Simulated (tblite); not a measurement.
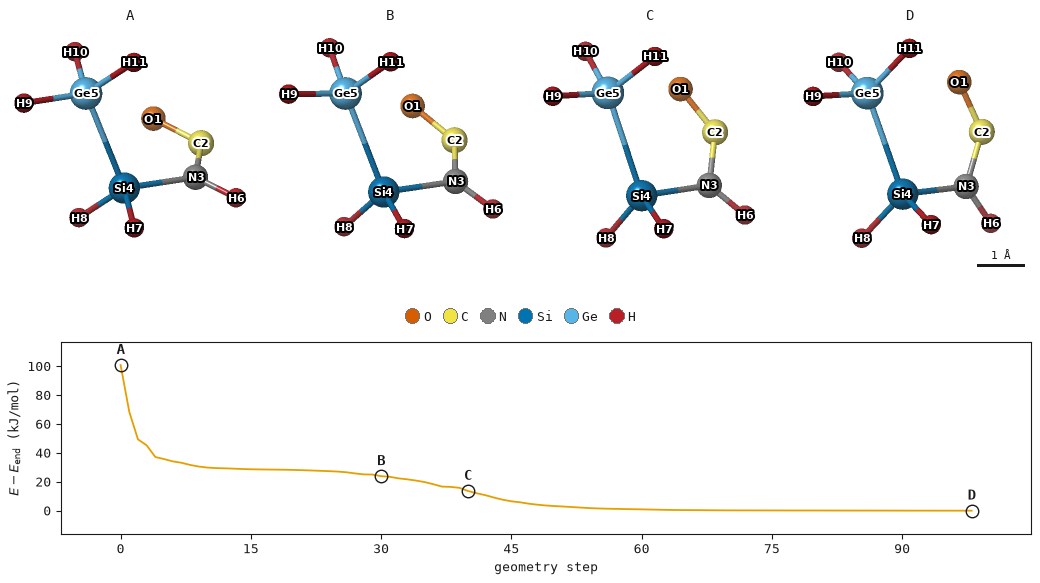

Frames of a relaxation of CH6GeNOSi (multiplicity 2), marked on the history of the run. A ball-and-stick model, seen from a free direction.

Method: GFN2-xTB geometry optimisation, gas phase (tblite). 

### Describe the path.

Over 98 geometry steps the energy falls by 100.8 kJ/mol. The atom that moves furthest after the best rigid fit is O1 (1.64 Å). By element the largest moves are O 1.64 Å, H 1.19 Å, C 0.61 Å, N 0.34 Å, Ge 0.32 Å, Si 0.16 Å. Some distances before and after: O1–Ge5 3.649 → 2.604 Å, C2–N3 1.418 → 1.313 Å, O1–C2 1.277 → 1.200 Å, Ge5–H11 1.556 → 1.492 Å. Bond angles that change, for instance: O1–C2–N3 120.5° → 129.2°, Ge5–Si4–H8 109.0° → 117.7°, Si4–Ge5–H11 108.9° → 117.4°. Groups turn about N3–Si4 by about 60°. The run took 0.53 s on 1 thread of Arm Neoverse V1 (shared host). From step 0 to 30: O1 moves most (0.60 Å), energy −76.9 kJ/mol. From step 30 to 40: O1 moves most (0.63 Å), energy −10.2 kJ/mol. From step 40 to 98: O1 moves most (0.55 Å), energy −13.6 kJ/mol.

```csv
step,"E − E(0), kJ/mol"
0,0.00
1,-32.38
2,-51.47
3,-55.57
4,-63.66
5,-65.07
6,-66.67
7,-67.63
8,-69.14
9,-70.26
10,-70.97
15,-72.14
19,-72.49
24,-73.45
29,-75.79
33,-79.09
38,-84.34
42,-90.07
47,-95.97
52,-98.31
56,-99.43
61,-100.02
66,-100.42
70,-100.60
75,-100.65
79,-100.68
84,-100.73
89,-100.75
93,-100.78
98,-100.81
```
